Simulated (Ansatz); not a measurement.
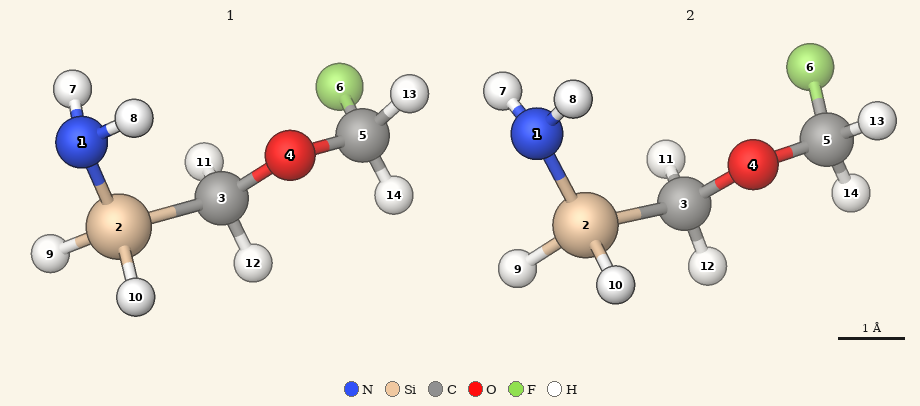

Two geometries of C2H8FNOSi, drawn at one scale. One is the start of a relaxation, the other its converged end. The picture is a ball-and-stick view, seen at a tilt.

Theory: Ansatz, RKS BLYP/def2-SVP. Set-up: no spin polarisation; force threshold 0.015 eV/Å; at most 40 steps.

### Which of the two is the end point?

Structure 2 is the relaxed one. The run prepares an end point of a later path (inversion) calculation, from a guessed geometry. Over 10 accepted moves (12 points after the start) the energy falls by 0.783 eV. The largest force component goes from 3.9 to 0.0099 eV/Å. The line search rejected the trial steps at points 5, 10 of the run. The largest moves after the best rigid fit, 0.46 Å, are those of H7 and H13. Largest moves by element: H 0.46 Å, F 0.43 Å, C 0.15 Å, O 0.15 Å, N 0.15 Å, Si 0.13 Å. Some distances before and after: N1–Si2 1.651 → 1.748 Å, Si2–H9 1.438 → 1.502 Å, C5–F6 1.343 → 1.402 Å, C3–H11 1.058 → 1.114 Å. Bond angles that change, for instance: Si2–N1–H8 107.4° → 117.8°, Si2–C3–O4 118.3° → 108.2°, H7–N1–H8 100.2° → 109.5°. The run took 35 s on 2 threads of AMD EPYC 7R13 Processor (Zen 3), on a shared host, peak memory 0.21 GiB.
